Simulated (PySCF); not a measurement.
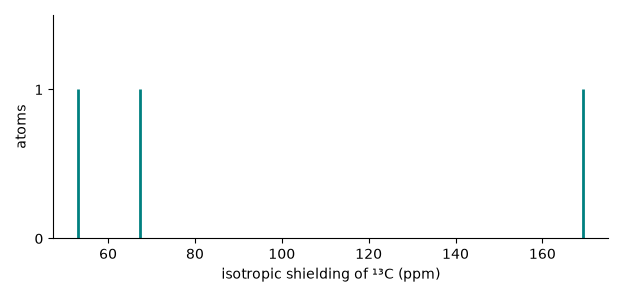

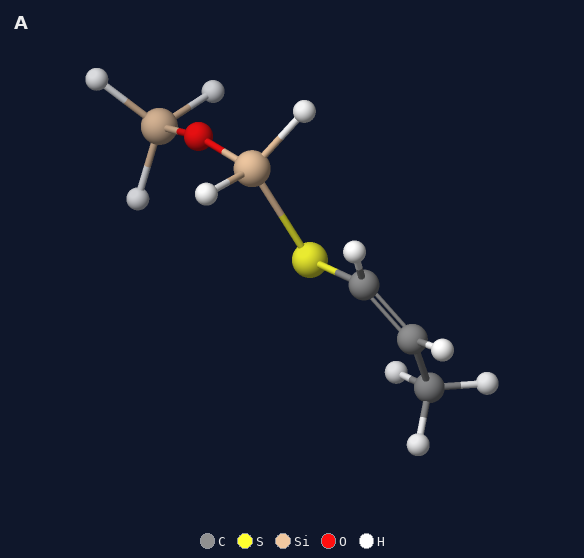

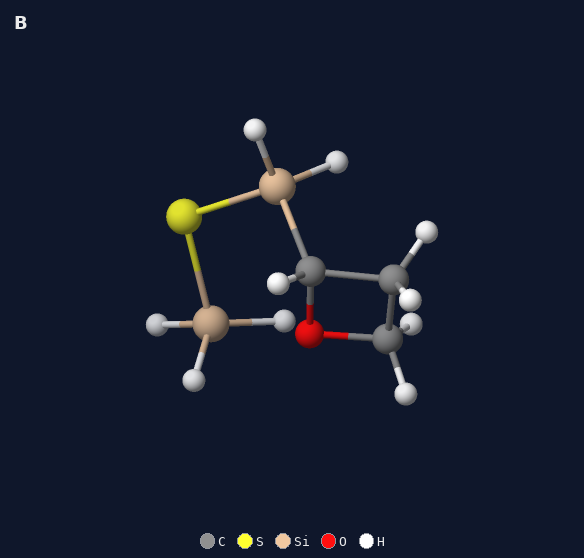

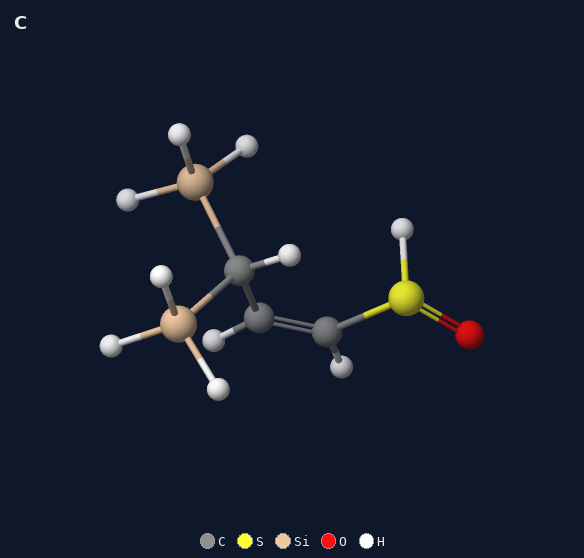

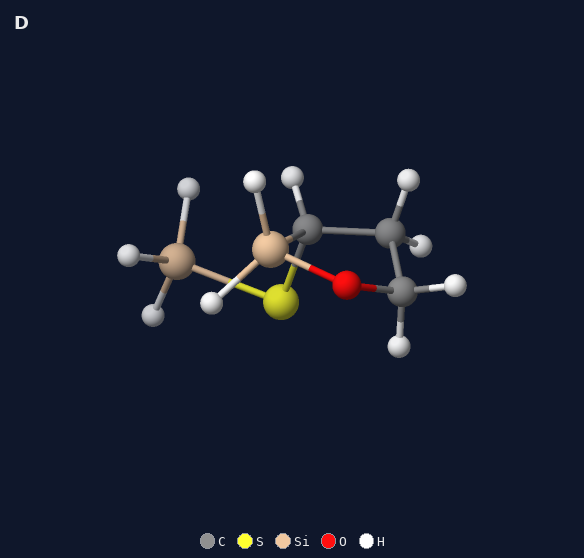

The sticks are computed shieldings of one of the molecules, for one fixed geometry (GFN2-xTB) without averaging over rotations. Low shielding means a high chemical shift. Method: GIAO PBE0/pcSseg-1 NMR shielding, non-relativistic, gas phase (PySCF 2.14.0).

> Match the spectrum to a structure.

A, `C/C=C\S[SiH2]O[SiH3]`. Its 3 C atoms give lines at 53.2, 67.4, 169.4 ppm.

The geometry is semi-empirical. Around Si such bond lengths and angles can be off by a tenth of an ångström or more and by several degrees, and values that hang on the shape move with them.
